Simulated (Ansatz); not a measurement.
**CdCS3, from a guessed structure to a relaxed one**

Starting from a made-up structure for CdCS3, the aim is the relaxed cell, its shortest contacts and, where a second run follows, its electronic structure.

Method: DFT, PBE, plane-wave PAW, files of the set soft_1, scalar-relativistic, no spin, cell and ions relaxed at zero pressure; PAW set soft_1, in the first sound run; inputs show where later runs differ, in Ansatz 0.2.0.

## 1. The starting structure

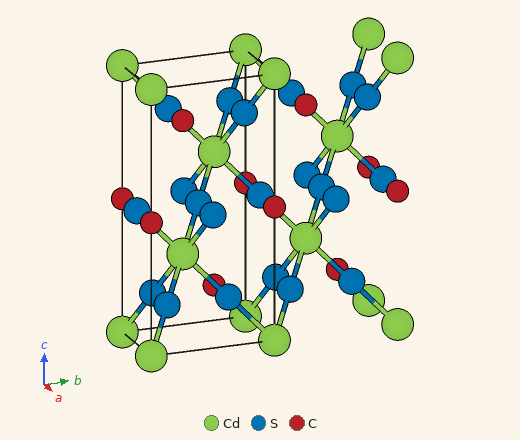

Start, viewed slightly off an axis; cadmium green, sulfur blue, carbon red. 1×2×1 cells are drawn. This picture shows the conventional cell, with its axes. Bonds to atoms that aren't drawn are left out. Some periodic images of atoms are drawn too.

Coordinates:

```cif
data_structure
_symmetry_space_group_name_H-M 'R-3m:H'
_symmetry_Int_Tables_number 166
_cell_length_a 5.8650
_cell_length_b 5.8650
_cell_length_c 9.7890
_cell_angle_alpha 90.000
_cell_angle_beta 90.000
_cell_angle_gamma 120.000
_cell_volume 291.61
loop_
_atom_site_label
_atom_site_type_symbol
_atom_site_symmetry_multiplicity
_atom_site_Wyckoff_symbol
_atom_site_fract_x
_atom_site_fract_y
_atom_site_fract_z
_atom_site_occupancy
Cd1 Cd 3 a 0.00000 0.00000 0.00000 1
S1 S 9 d 0.16667 0.33333 0.83333 1
C1 C 3 b 0.33333 0.66667 0.16667 1
```

## 2. Relaxing cell and atoms

The guess takes its coordinates from another compound and its volume from a rule, so the cell and any free coordinates are relaxed together.

input.yaml

```yaml
crystal:
  lattice:
    - [2.9325, 1.693079664, 3.263]
    - [-2.9325, 1.693079664, 3.263]
    - [0.0, -3.386159329, 3.263]
  atoms:
    - { symbol: Cd, position: [0.0, 0.0, 0.0] }
    - { symbol: S, position: [0.0, 0.0, 0.5] }
    - { symbol: S, position: [0.0, 0.5, 0.0] }
    - { symbol: S, position: [0.5, 0.0, 0.0] }
    - { symbol: C, position: [0.5, 0.5, 0.5] }
kpoints:
  mp_grid: { grid: [6, 6, 6] }
scf:
  occupations: { method: fermi_dirac, width: 0.05 }
hamiltonian:
  xc: pbe
  pseudopotentials: { kind: paw, azcp: { folder: soft_1 } }
relax:
  f_tol: 0.015
  max_steps: 70
  cell: {}
output:
  forces: true
  stress: true
```

Run with:

```bash
ansatz run input.yaml --threads 4 --pin off --max-ram 8192MiB --backend cpu --events-out ev --progress --plain --runs-dir out
```

Numbers of over 12 decimals in the logs are rounded to 6 here.

What it wrote:

```text
Engine: ansatz 0.2.0, x86_64-unknown-linux-gnu
Pseudopotentials: kind: paw
Pseudopotential: Cd, paw, valence charge 20, recommended cutoff 420 eV (normal), soft_1/Cd.paw.azcp
Pseudopotential: S, paw, valence charge 6, recommended cutoff 420 eV (normal), soft_1/S.paw.azcp
Pseudopotential: C, paw, valence charge 4, recommended cutoff 420 eV (normal), soft_1/C.paw.azcp
Functional definition: PBE
  parameter kappa = 0.804
  parameter beta = 0.066725
  exchange = pbe_x(kappa = kappa, mu = beta*pi^2/3)
  correlation = pbe_c(beta = beta)
Crystal: 5 atoms, lattice volume = 97.204 Å³
Basis set: ecut = 420 eV, 1883 PW (Γ), exchange–correlation on 64×64×64 points (8 copies of the dense FFT grid, shifted against one another)
Bands: 26, of which v1, the nominal top of the filled ones, is band 21 counted from 1 (20 counted from 0)
Symmetry: 12 space group operations
Space group: R-3m (ITA 166), of the structure as read, at distance tolerance 4.6e-5 Å
k-points: 32 of 216
Non-local potential: Cd, projectors of the file, l = 0: 3, l = 1: 2, l = 2: 2, l = 3: 1
Non-local potential: S, projectors of the file, l = 0: 2, l = 1: 2, l = 2: 1
Non-local potential: C, projectors of the file, l = 0: 2, l = 1: 2, l = 2: 1
PAW form: soft (Blöchl's): semilocal exchange-correlation on the pseudo side does not see the compensation charge
PAW one-centre angular grid: Cd, 590 points (default); XC on 64 Gauss nodes
PAW one-centre angular grid: S, 110 points (default); XC on 64 Gauss nodes
PAW one-centre angular grid: C, 110 points (default); XC on 64 Gauss nodes
Initial density: superposition of atomic densities (chi_scale 0.1, normalization cell), built separately for each of the 2 bonded fragments (scf.initial_density.interfragment_charge_transfer: auto; true builds it for the cell as a whole; a typed value also counts as a typed key of the start: scf.initial_density.chi_scale says what that changes, if anything)
Initial wavefunctions: pseudopotential atomic-orbital guess
Functional: x = pbe(κ = 0.804, μ = 0.219515), c = pbe(β = 0.066725)
SCF iter   1: F=—  HF=-11201.701704 eV  |F-HF|=—  |Δ(HF+E_count)|=         —  Δρ=5.50e-2  dr2=5.59e0  ethr=3.10e-3  ⟨swp⟩=8.8  Hψ=4471  notcnv=0
preconditioner: auto → Kerker (q_TF=auto, 2.372 Å⁻¹)  [metal: Δε(μ)=0.063 eV  Ē_g=8.904 eV  σ=0.050 eV  W_gap=0.30  n_scr=20 (ndim 8)  ℏωp=22.0 eV  f_vac=0.001  D(μ)=3.75/eV (n_scr^D=26)]
SCF iter   2: F=—  HF=-11201.131466 eV  |F-HF|=—  |Δ(HF+E_count)|=   5.70e-1  Δρ=2.22e-2  dr2=9.28e-1  ethr=3.10e-3  ⟨swp⟩=2.1  Hψ=1675  notcnv=0
SCF iter   3: F=—  HF=-11201.059165 eV  |F-HF|=—  |Δ(HF+E_count)|=   7.23e-2  Δρ=7.49e-3  dr2=3.41e-2  ethr=2.21e-3  ⟨swp⟩=2.0  Hψ=911  notcnv=0
SCF iter   4: F=—  HF=-11201.060437 eV  |F-HF|=—  |Δ(HF+E_count)|=   1.27e-3  Δρ=2.09e-3  dr2=4.06e-3  ethr=8.11e-5  ⟨swp⟩=2.7  Hψ=1563  notcnv=0
SCF iter   5: F=—  HF=-11201.060934 eV  |F-HF|=—  |Δ(HF+E_count)|=   4.97e-4  Δρ=5.57e-4  dr2=3.91e-4  ethr=9.66e-6  ⟨swp⟩=2.7  Hψ=1540  notcnv=0
SCF iter   6: F=—  HF=-11201.061016 eV  |F-HF|=—  |Δ(HF+E_count)|=   8.21e-5  Δρ=2.50e-4  dr2=7.84e-5  ethr=9.30e-7  ⟨swp⟩=2.2  Hψ=1233  notcnv=0
SCF iter   7: F=—  HF=-11201.061212 eV  |F-HF|=—  |Δ(HF+E_count)|=   1.96e-4  Δρ=4.98e-5  dr2=5.46e-6  ethr=1.87e-7  ⟨swp⟩=1.2  Hψ=837  notcnv=0
SCF iter   8: F=—  HF=-11201.061213 eV  |F-HF|=—  |Δ(HF+E_count)|=   1.18e-6  Δρ=1.40e-5  dr2=4.43e-7  ethr=1.30e-8  ⟨swp⟩=2.3  Hψ=1310  notcnv=0
SCF iter   9: F=-11201.061214 eV  HF=-11201.061214 eV  |F-HF|=7.39e-9  |Δ(HF+E_count)|=   2.29e-7  Δρ=2.80e-6  dr2=1.76e-8  ethr=2.38e-10  ⟨swp⟩=5.0  Hψ=3244  notcnv=0
SCF 1 converged in 9 iterations: F = -11201.061214 eV  dr2 = 1.76e-8
  greatest PAW one-centre occupation: 1.000 electrons in one spin orbital (limit 2), on the Cd atom at site 0 (counted from 0), in its partial waves of l = 0
relax step   1: F+E_penalty+E_count = -11201.06121357 eV  Δ(F+E_penalty+E_count) = +0.000e0 eV  max|allowed force component| = 4.431e-30 eV/Å  Δτ_max = 0.0000 Å  P = +12.358 GPa  Ω = 97.204 Å³  (9 SCF iters, dr2 threshold 1.00e-7 eV, accepted)
Crystal: 5 atoms, lattice volume = 102.850 Å³
Basis set: ecut = 420 eV, 1967 PW (Γ), exchange–correlation on 64×64×64 points (8 copies of the dense FFT grid, shifted against one another)
Initial density: handed on by an earlier stage of this run
Initial wavefunctions: those handed on with the density
iter 1 solved again at ethr=6.07e-4 eV; its pass at ethr=3.10e-3 eV (dr2=2.55e-1 eV) is discarded
SCF iter   1: F=—  HF=-11201.756280 eV  |F-HF|=—  |Δ(HF+E_count)|=         —  Δρ=1.19e-2  dr2=2.53e-1  ethr=6.07e-4  ⟨swp⟩=1.0  Hψ=4883  notcnv=0
preconditioner: auto → LDOS  [metal: Δε(μ)=0.019 eV  Ē_g=8.048 eV  σ=0.050 eV  W_gap=0.09  n_scr=20 (ndim 8)  ℏωp=21.3 eV  f_vac=0.014  D(μ)=6.97/eV (n_scr^D=86)  β→1.0]
SCF iter   2: F=—  HF=-11201.742144 eV  |F-HF|=—  |Δ(HF+E_count)|=   1.41e-2  Δρ=4.30e-3  dr2=3.90e-2  ethr=6.03e-4  ⟨swp⟩=1.5  Hψ=850  notcnv=0
SCF iter   3: F=—  HF=-11201.742034 eV  |F-HF|=—  |Δ(HF+E_count)|=   1.10e-4  Δρ=2.49e-3  dr2=7.08e-3  ethr=9.27e-5  ⟨swp⟩=2.0  Hψ=1495  notcnv=0
SCF iter   4: F=—  HF=-11201.740798 eV  |F-HF|=—  |Δ(HF+E_count)|=   1.24e-3  Δρ=3.43e-4  dr2=1.14e-4  ethr=1.69e-5  ⟨swp⟩=2.0  Hψ=1133  notcnv=0
SCF iter   5: F=—  HF=-11201.741065 eV  |F-HF|=—  |Δ(HF+E_count)|=   2.67e-4  Δρ=1.80e-4  dr2=5.49e-5  ethr=2.70e-7  ⟨swp⟩=2.6  Hψ=1298  notcnv=0
SCF iter   6: F=—  HF=-11201.741063 eV  |F-HF|=—  |Δ(HF+E_count)|=   1.61e-6  Δρ=8.82e-5  dr2=6.31e-6  ethr=1.31e-7  ⟨swp⟩=1.1  Hψ=834  notcnv=0
SCF iter   7: F=—  HF=-11201.741066 eV  |F-HF|=—  |Δ(HF+E_count)|=   2.90e-6  Δρ=3.31e-5  dr2=9.48e-7  ethr=1.50e-8  ⟨swp⟩=2.5  Hψ=1288  notcnv=0
SCF iter   8: F=-11201.741067 eV  HF=-11201.741067 eV  |F-HF|=6.90e-9  |Δ(HF+E_count)|=   5.77e-7  Δρ=5.85e-6  dr2=2.80e-8  ethr=1.19e-9  ⟨swp⟩=4.8  Hψ=2923  notcnv=0
SCF 2 converged in 8 iterations: F = -11201.741067 eV  dr2 = 2.80e-8
relax step   2: F+E_penalty+E_count = -11201.74106669 eV  Δ(F+E_penalty+E_count) = -6.799e-1 eV  max|allowed force component| = 2.735e-30 eV/Å  Δτ_max = 0.0000 Å  P = +6.524 GPa  Ω = 102.850 Å³  energy of the carried Pulay correction = -1.597e-3 eV  (8 SCF iters, dr2 threshold 5.00e-7 eV, accepted)
Crystal: 5 atoms, lattice volume = 105.902 Å³
Basis set: ecut = 420 eV, 2105 PW (Γ), exchange–correlation on 64×64×64 points (8 copies of the dense FFT grid, shifted against one another)
iter 1 solved again at ethr=7.90e-4 eV; its pass at ethr=3.10e-3 eV (dr2=3.32e-1 eV) is discarded
[...]
relax step   5: F+E_penalty+E_count = -11203.21332954 eV  Δ(F+E_penalty+E_count) = -4.108e-1 eV  max|allowed force component| = 5.877e-30 eV/Å  Δτ_max = 0.0000 Å  P = +1.620 GPa  Ω = 104.283 Å³  energy of the carried Pulay correction = -1.802e-3 eV  (8 SCF iters, dr2 threshold 5.00e-7 eV, accepted)
relax step   6: F+E_penalty+E_count = -11203.51135291 eV  Δ(F+E_penalty+E_count) = -2.980e-1 eV  max|allowed force component| = 2.141e-29 eV/Å  Δτ_max = 0.0000 Å  P = +0.855 GPa  Ω = 103.230 Å³  energy of the carried Pulay correction = -1.434e-3 eV  (7 SCF iters, dr2 threshold 5.00e-7 eV, accepted)
relax step   7: F+E_penalty+E_count = -11203.64713329 eV  Δ(F+E_penalty+E_count) = -1.358e-1 eV  max|allowed force component| = 3.176e-29 eV/Å  Δτ_max = 0.0000 Å  P = -0.074 GPa  Ω = 102.684 Å³  energy of the carried Pulay correction = -1.208e-3 eV  (7 SCF iters, dr2 threshold 5.00e-7 eV, accepted)
relax step   8: F+E_penalty+E_count = -11203.65712121 eV  Δ(F+E_penalty+E_count) = -9.988e-3 eV  max|allowed force component| = 5.995e-30 eV/Å  Δτ_max = 0.0000 Å  P = +0.179 GPa  Ω = 101.558 Å³  energy of the carried Pulay correction = -8.632e-4 eV  (7 SCF iters, dr2 threshold 5.00e-7 eV, accepted)
relax step   9: F+E_penalty+E_count = -11203.65701307 eV  Δ(F+E_penalty+E_count) = +1.081e-4 eV  max|allowed force component| = 6.311e-30 eV/Å  Δτ_max = 0.0000 Å  P = -0.177 GPa  Ω = 102.122 Å³  energy of the carried Pulay correction = -1.024e-3 eV  (6 SCF iters, dr2 threshold 1.04e-7 eV, accepted)
relax step  10: F+E_penalty+E_count = -11203.65723059 eV  Δ(F+E_penalty+E_count) = -2.175e-4 eV  max|allowed force component| = 6.459e-30 eV/Å  Δτ_max = 0.0000 Å  P = +0.000 GPa  Ω = 101.873 Å³  energy of the carried Pulay correction = -9.538e-4 eV  (5 SCF iters, dr2 threshold 1.65e-7 eV, accepted)
relax step  11: F+E_penalty+E_count = -11203.82425909 eV  Δ(F+E_penalty+E_count) = -1.670e-1 eV  max|allowed force component| = 8.099e-30 eV/Å  Δτ_max = 0.0000 Å  P = +1.703 GPa  Ω = 101.873 Å³  stress off target by 4.75e0 GPa  SCF on the basis re-selected at this cell (its energy is not comparable with the rows above)  (9 SCF iters)
relax step  12: F+E_penalty+E_count = -11203.88864917 eV  Δ(F+E_penalty+E_count) = -6.439e-2 eV  max|allowed force component| = 1.473e-29 eV/Å  Δτ_max = 0.0000 Å  P = +0.679 GPa  Ω = 103.437 Å³  energy of the carried Pulay correction = -5.934e-4 eV  (7 SCF iters, dr2 threshold 5.00e-7 eV, accepted)
relax step  13: F+E_penalty+E_count = -11203.89956410 eV  Δ(F+E_penalty+E_count) = -1.091e-2 eV  max|allowed force component| = 2.335e-29 eV/Å  Δτ_max = 0.0000 Å  P = +0.163 GPa  Ω = 104.393 Å³  energy of the carried Pulay correction = -9.907e-4 eV  (7 SCF iters, dr2 threshold 5.00e-7 eV, accepted)
relax step  14: F+E_penalty+E_count = -11203.89988143 eV  Δ(F+E_penalty+E_count) = -3.173e-4 eV  max|allowed force component| = 9.782e-30 eV/Å  Δτ_max = 0.0000 Å  P = -0.027 GPa  Ω = 104.764 Å³  energy of the carried Pulay correction = -1.108e-3 eV  (6 SCF iters, dr2 threshold 1.93e-7 eV, accepted)
Basis set: ecut = 420 eV, 2025 PW (Γ), exchange–correlation on 80×80×80 points (8 copies of the dense FFT grid, shifted against one another)
iter 1 solved again at ethr=1.80e-7 eV; its pass at ethr=3.10e-3 eV (dr2=7.55e-5 eV) is discarded
SCF iter   1: F=—  HF=-11203.901314 eV  |F-HF|=—  |Δ(HF+E_count)|=         —  Δρ=9.76e-5  dr2=1.34e-6  ethr=1.80e-7  ⟨swp⟩=3.7  Hψ=6966  notcnv=0
preconditioner: auto → LDOS  [metal: Δε(μ)=0.021 eV  Ē_g=8.673 eV  σ=0.050 eV  W_gap=0.10  n_scr=20 (ndim 8)  ℏωp=21.2 eV  f_vac=0.115  D(μ)=5.26/eV (n_scr^D=58)  β→1.0]
SCF iter   2: F=—  HF=-11203.901427 eV  |F-HF|=—  |Δ(HF+E_count)|=   1.13e-4  Δρ=2.03e-5  dr2=2.70e-7  ethr=3.18e-9  ⟨swp⟩=2.0  Hψ=1522  notcnv=0
SCF iter   3: F=—  HF=-11203.901427 eV  |F-HF|=—  |Δ(HF+E_count)|=   6.55e-8  Δρ=1.35e-5  dr2=1.71e-7  ethr=6.44e-10  ⟨swp⟩=2.0  Hψ=1488  notcnv=0
SCF iter   4: F=—  HF=-11203.901427 eV  |F-HF|=—  |Δ(HF+E_count)|=   2.57e-8  Δρ=6.34e-6  dr2=5.07e-8  ethr=4.07e-10  ⟨swp⟩=2.0  Hψ=1004  notcnv=0
SCF iter   5: F=—  HF=-11203.901427 eV  |F-HF|=—  |Δ(HF+E_count)|=   4.29e-9  Δρ=2.55e-6  dr2=9.06e-9  ethr=1.21e-10  ⟨swp⟩=2.1  Hψ=998  notcnv=0
SCF iter   6: F=—  HF=-11203.901427 eV  |F-HF|=—  |Δ(HF+E_count)|=   1.85e-9  Δρ=9.25e-7  dr2=1.24e-9  ethr=2.16e-11  ⟨swp⟩=2.1  Hψ=1151  notcnv=0
SCF iter   7: F=-11203.901427 eV  HF=-11203.901427 eV  |F-HF|=0.00e0  |Δ(HF+E_count)|=  3.87e-10  Δρ=1.51e-7  dr2=1.79e-11  ethr=1.00e-12  ⟨swp⟩=4.3  Hψ=3707  notcnv=0
SCF 15 converged in 7 iterations: F = -11203.901427 eV  dr2 = 1.79e-11
relax step  15: F+E_penalty+E_count = -11203.90142663 eV  Δ(F+E_penalty+E_count) = -1.545e-3 eV  max|allowed force component| = 1.602e-29 eV/Å  Δτ_max = 0.0000 Å  P = -0.022 GPa  Ω = 104.764 Å³  stress off target by 4.81e-2 GPa  SCF on the basis re-selected at this cell (its energy is not comparable with the rows above)  (7 SCF iters)
basis re-selected at this cell: Δ(F+E_penalty+E_count) = -1.545e-3 eV, ΔP = +0.004 GPa vs the last step (what re-selecting the basis moved, of the pressure what is left beyond the Pulay correction that the steps carried, after the strain that the cell walked since its last selection, with what the two solves' SCF thresholds leave and, on support functions, any second-order correction that the steps lacked; it is no measure of the basis error at this ecutwfc). The dense FFT grid was sized anew with the basis: this SCF ran on 40×40×40 points, the steps before it on 36×36×36, so part of this shift can come from that change (see relax.cell in the input reference). [rest of the remark cut]
SCF converged after 7 iterations
Free energy (F): -11203.901427 eV
Harris-Foulkes:  -11203.901427 eV  (|F-HF|=0.00e0)
Internal energy: -11203.859958 eV  (E = F + TS)
E sigma→0 (E₀):  -11203.880692 eV
Entropy (-TS):   -0.041468 eV (-8.294 meV/atom)
Fermi energy:    6.535365 eV
--- Per-component energies (eV) ---
  E_band       = -546.148987
  E_kinetic    = 821.647897
  E_local      = -4833.028442  (includes V_loc(G=0)·N_el)
  E_nonlocal   = 253.503299
  E_hartree    = 2148.345865
  E_xc         = -462.453328
  E_vxc        = -491.858593  (∫ρ·V_xc dr)
  E_paw        = -6023.624147  (= ΣΔE_a)
  E_vpaw       = -593.105249  (= ΣTr[D̂ρ^β])
  E_aug_tail   = 0.000356  (compensation charges beyond the density's cutoff)
  E_ewald      = -3108.251457
  E_smearing   = -0.041468  (= −TS)
  E_closure    = -0.000000  (closes the sum)
  Σ components = -11203.901427   (vs F -11203.901427, Δ=0.00e0)
--- Forces (eV/Å), atoms counted from 1 ---
  atom   1  Cd     0.00000000     0.00000000    -0.00000000
  atom   2  S      0.00000000     0.00000000     0.00000000
  atom   3  S      0.00000000     0.00000000     0.00000000
  atom   4  S      0.00000000     0.00000000     0.00000000
  atom   5  C      0.00000000     0.00000000     0.00000000
  max |Σ_I F_I| component: 2.51e-29 eV/Å
--- Stress (GPa, compression-positive) ---
       -0.048122      -0.000000      -0.000000
       -0.000000      -0.048122      -0.000000
       -0.000000      -0.000000       0.029363
  P = ⅓ Tr σ = -0.0223 GPa (-0.223 kbar)
--- Relaxed structure (13 steps of the walk, 13 accepted, 2 SCFs on fresh bases) ---
  F+E_penalty+E_count = -11203.90142663 eV   max|allowed force component| = 1.602e-29 eV/Å   (the final SCF, on the basis selected at the relaxed cell)
  cell:  # Å, volume = 104.7640 Å³
    - [2.592870, 1.496994, 4.498419]
    - [-2.592870, 1.496994, 4.498419]
    - [0, -2.993988, 4.498419]
  atoms:
    - { symbol: Cd, position: [0, 0, 0] }
    - { symbol: S, position: [0.0, 0.0, 0.5] }
    - { symbol: S, position: [0.0, 0.5, -2.7755575615628914e-17] }
    - { symbol: S, position: [0.5, 0.0, -2.7755575615628914e-17] }
    - { symbol: C, position: [0.500000, 0.500000, 0.5] }
```

The job ended after 14 s (4 threads of Intel Xeon at 2.60GHz (Ice Lake), shared host; peak memory 0.53 GiB).

The steps of the relaxation:

```csv
step,energy less that of the first step (eV),largest force component (eV/Å),pressure (GPa),volume (Å³)
1,0.0000,0.0000,12.36,97.20
2,-0.6799,0.0000,6.52,102.85
3,-1.2073,0.0000,3.45,105.90
4,-1.7414,0.0000,2.82,104.59
5,-2.1521,0.0000,1.62,104.28
6,-2.4501,0.0000,0.86,103.23
7,-2.5859,0.0000,-0.07,102.68
8,-2.5959,0.0000,0.18,101.56
9,-2.5958,0.0000,-0.18,102.12
10,-2.5960,0.0000,0.00,101.87
11*,-2.7630,0.0000,1.70,101.87
12,-2.8274,0.0000,0.68,103.44
13,-2.8383,0.0000,0.16,104.39
14,-2.8387,0.0000,-0.03,104.76
15*,-2.8402,0.0000,-0.02,104.76
```

Relaxation steps marked * repeat the geometry before them on a plane-wave basis chosen anew for their cell, so energy and pressure can jump there.

Forces are held to the 12 operations that the run works with; a distortion that breaks them can't arise in this run.

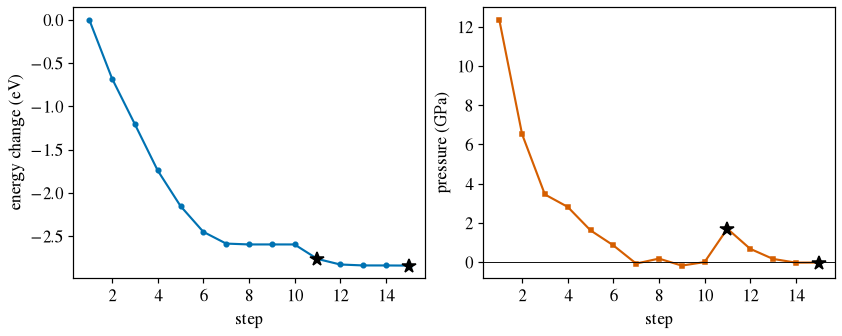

Energy and pressure along the relaxation. Stars mark steps on a basis chosen anew.

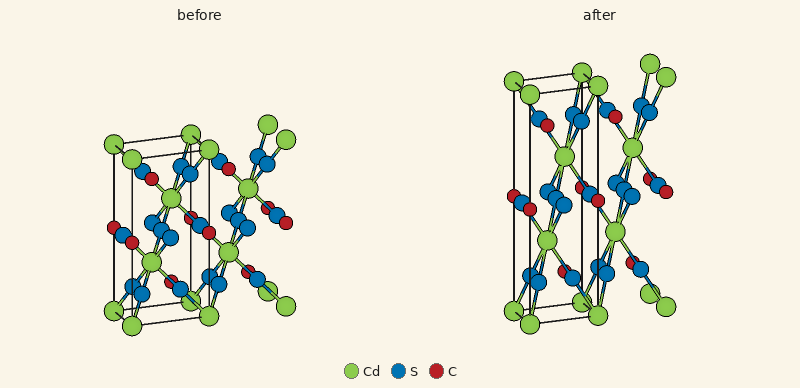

Before and after, at one scale. Bonds to atoms that aren't drawn are left out.

| cell as run | before | after | change |
| --- | --- | --- | --- |
| a (Å) | 4.702 | 5.404 | +14.9 % |
| b (Å) | 4.702 | 5.404 | +14.9 % |
| c (Å) | 4.702 | 5.404 | +14.9 % |
| α (°) | 77.16 | 57.35 | -25.7 % |
| β (°) | 77.16 | 57.35 | -25.7 % |
| γ (°) | 77.16 | 57.35 | -25.7 % |
| volume (Å³/atom) | 19.44 | 20.95 | +7.8 % |

Numbers from this step:

- free energy: -11203.9014 eV
- energy at zero smearing: -11203.8807 eV
- smearing term TS: 0.04147 eV
- Fermi energy: 6.535 eV
- electrons: 42
- symmetry operations: 12
- pressure: -0.02229 GPa

Shortest distances by pair of elements, guess and relaxed (not always the same contact):

| pair | guess (Å) | relaxed (Å) |
| --- | --- | --- |
| C–S | 2.932 | 2.593 |
| S–S | 2.932 | 2.593 |
| Cd–S | 2.351 | 2.702 |
| C–Cd | 3.759 | 3.745 |
| Cd–Cd | 4.702 | 5.186 |

The relaxation ends with a pressure of -0.02 GPa.

(Part 1 of 2 ends here.)

[Logs are printed without paths, hosts, clocks, repeated set-up lines and the standing remarks that a program may print on its own settings, such as how far it seeks lower states.]

[Hosts, paths, dates, database ids (printed as entryN), source tags and the programs' standing remarks are cut or masked in the printed files.]
